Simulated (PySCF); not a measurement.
**MoN2H2ClF (SMILES [NH]=[Mo](=[NH])([F])[Cl]) at 6 levels**

Aim: a comparison of 6 runs (HF/STO-3G, HF/3-21G, B3LYP/STO-3G, B3LYP/def2-SVP, PBE0/def2-SVP, PBE/def2-SVPD) of MoN2H2ClF. Input form: a Python script.

The results are computed with PySCF 2.14.0.

## 1. Starting point

MoN2H2ClF: 7 atoms, total charge 0, spin state singlet. As SMILES, `[NH]=[Mo](=[NH])([F])[Cl]`. The coordinates come from a PBE0-D4/def2-TZVP relaxation.

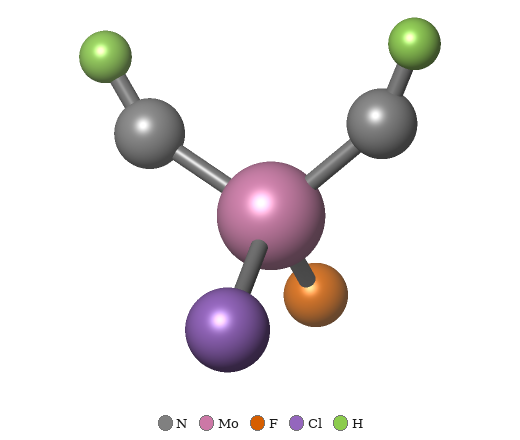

The structure, seen from a chosen angle (nitrogen grey, molybdenum pink, fluorine orange, chlorine purple, hydrogen green).

## 2. Energy and forces at HF/STO-3G (run 1)

The input, mol.xyz:

```xyz
7
ClFH2MoN2
N     -1.135500     0.439800     0.806500
Mo    -0.133800    -0.011500    -0.507300
N      1.306600    -0.698100     0.115100
F     -1.016800    -1.293100    -1.517200
Cl     0.438700     1.887600    -1.610800
H     -1.323000     0.560300     1.793600
H      1.925100    -0.953100     0.874400
```

The input, job.py:

```python
import pyscf.grad
from pyscf import gto

mol = gto.M(
    atom='mol.xyz',
    charge=0,
    basis='sto-3g',
    verbose=3,
    max_memory=1860,
)

hf = mol.RHF()
hf.conv_tol = 1e-10
hf.kernel()
if not hf.converged:
    hf = hf.newton().run(hf.mo_coeff, hf.mo_occ)

etot = hf.e_tot
print('Final energy', etot)
grad = hf.Gradients().kernel()
hf.analyze()
```

Run with:

```sh
$ OMP_NUM_THREADS=1 python job.py
```

Log:

```text
converged SCF energy = -4597.35488260273
[... 15 lines left out ...]
MO #4   energy= -94.247990741567   occ= 2
[... 6 lines left out ...]
MO #11  energy= -15.4032104108393  occ= 2
[... 6 lines left out ...]
MO #18  energy= -8.9909612499344   occ= 2
[... 6 lines left out ...]
MO #25  energy= -1.94251497760735  occ= 2
[... 6 lines left out ...]
MO #32  energy= -0.582583898213751 occ= 2
[... 6 lines left out ...]
MO #39  energy= -0.376897963007401 occ= 2
[... 6 lines left out ...]
MO #46  energy= 0.243327120822671  occ= 0
[... 6 lines left out ...]
MO #53  energy= 0.871556480388471  occ= 0
[... 8 lines left out ...]
Dipole moment(X, Y, Z, Debye): -0.03174, -1.97599,  3.14641
```

Run time: 14 s. Hardware: 1 thread of Intel Xeon at 2.50GHz (Skylake/Cascade Lake), shared host; peak memory 0.13 GiB.

## 3. Energy and forces at HF/3-21G (run 2)

The input, input.xyz:

```xyz
7

N     -1.135500     0.439800     0.806500
Mo    -0.133800    -0.011500    -0.507300
N      1.306600    -0.698100     0.115100
F     -1.016800    -1.293100    -1.517200
Cl     0.438700     1.887600    -1.610800
H     -1.323000     0.560300     1.793600
H      1.925100    -0.953100     0.874400
```

The input, job.py:

```python
from pyscf import gto

mol = gto.M(
    atom='input.xyz',
    max_memory=1860,
    basis='3-21g',
    spin=0,
    verbose=3,
)

myscf = mol.RHF()
myscf.conv_tol = 1e-10
myscf.kernel()
if not myscf.converged:
    myscf = myscf.newton().run(myscf.mo_coeff, myscf.mo_occ)

etot = myscf.e_tot
print(f'total energy: {etot:.8f} hartree')
grad = myscf.nuc_grad_method().kernel()
myscf.analyze()
```

Run with:

```sh
$ OMP_NUM_THREADS=1 python job.py
```

Log:

```text
converged SCF energy = -4622.21559211219
total energy: -4622.21559211 hartree
[... 20 lines left out ...]
MO #10  energy= -15.5668461686532  occ= 2
[... 9 lines left out ...]
MO #20  energy= -7.94763220876093  occ= 2
[... 9 lines left out ...]
MO #30  energy= -1.06859307497603  occ= 2
[... 9 lines left out ...]
MO #40  energy= -0.460377244886411 occ= 2
[... 9 lines left out ...]
MO #50  energy= 0.109696848819822  occ= 0
[... 9 lines left out ...]
MO #60  energy= 0.850706368447533  occ= 0
[... 9 lines left out ...]
MO #70  energy= 1.46054003487784   occ= 0
[... 9 lines left out ...]
MO #80  energy= 3.86279093093593   occ= 0
[... 8 lines left out ...]
Dipole moment(X, Y, Z, Debye):  0.86267, -1.28186,  5.16526
```

Wall time 14 s (1 thread of Intel Xeon at 2.50GHz (Skylake/Cascade Lake), shared host); peak memory 0.16 GiB.

Runs 3 to 5 aren't shown in full; the table further down has their settings and results.

## 4. Energy and gradient at PBE/def2-SVPD (core potential) (run 6)

The input, run.py:

```python
import pyscf.grad
from pyscf import gto, dft

mol = gto.M(
    atom='''
N     -2.145784     0.831102     1.524064
Mo    -0.252845    -0.021732    -0.958658
N      2.469116    -1.319218     0.217507
F     -1.921474    -2.443605    -2.867092
Cl     0.829023     3.567047    -3.043971
H     -2.500108     1.058814     3.389413
H      3.637912    -1.801098     1.652377
''',
    max_memory=1860,
    verbose=4,
    ecp={'Mo': 'def2-svp'},
    basis='def2-svpd',
    unit='bohr',
)

ks = dft.RKS(mol, xc='pbe')
ks.conv_tol = 1e-10
ks.grids.level = 5
ks.kernel()
if not ks.converged:
    ks = ks.newton().run(ks.mo_coeff, ks.mo_occ)

etot = ks.e_tot
print('E(%s) = %.9f' % ('PBE', etot))
grad = ks.Gradients().kernel()
dip = ks.dip_moment()
pop, q = ks.mulliken_pop()
```

Run with:

```sh
$ OMP_NUM_THREADS=1 python run.py
```

Log:

```text
PySCF version 2.14.0

[... 86 lines left out ...]
converged SCF energy = -738.443072681078
[... 15 lines left out ...]
Dipole moment(X, Y, Z, Debye):  0.70856, -0.32367,  3.04262
[... 148 lines left out ...]
charge of    6H =     -0.35079
```

It took 2.2 min on 1 thread of Intel Xeon at 2.50GHz (Skylake/Cascade Lake), shared host; peak memory 1.6 GiB.

## 5. The series

```csv
run,level,integration grid,core potential,energy (Eh),dipole moment (D),HOMO energy (eV),LUMO energy (eV),wall time
1,HF/STO-3G,–,–,-4597.354883,3.72,-8.73,4.69,14 s
2,HF/3-21G,–,–,-4622.215592,5.39,-11.53,0.53,14 s
3,B3LYP/STO-3G,5,–,-4600.821845,3.37,-5.01,0.96,48 s
4,B3LYP/def2-SVP (core potential),5,def2-svp,-738.805742,3.32,-8.02,-2.44,77 s
5,PBE0/def2-SVP (core potential),5,def2-svp,-738.382630,3.40,-8.34,-2.29,81 s
6,PBE/def2-SVPD (core potential),5,def2-svp,-738.443073,3.14,-7.16,-3.30,2.2 min
```

## 6. Results

```
                       quantity          value
            run 6: total energy  -738.44307 Eh
           run 6: dipole moment         3.14 D
             run 6: HOMO energy       -7.16 eV
             run 6: LUMO energy       -3.30 eV
           run 6: HOMO–LUMO gap        3.86 eV
run 6: largest force on an atom     0.949 eV/Å
```

The dipole moment (its size) runs from 3.14 D (PBE/def2-SVPD) to 5.39 D (HF/3-21G). The two ends differ in method and basis and core potential. The HOMO–LUMO gap runs from 3.86 eV (PBE/def2-SVPD) to 13.41 eV (HF/STO-3G). Totals of different functionals can't be ranked against each other. Some runs of one species differ in core potentials or relativity; totals across that change don't compare. In runs 1, 3 the basis is minimal, so the values are rough. In runs 1, 2, 3 relativity is left out where basis or elements ask for it. All runs together took 6.1 min, the longest 2.2 min.
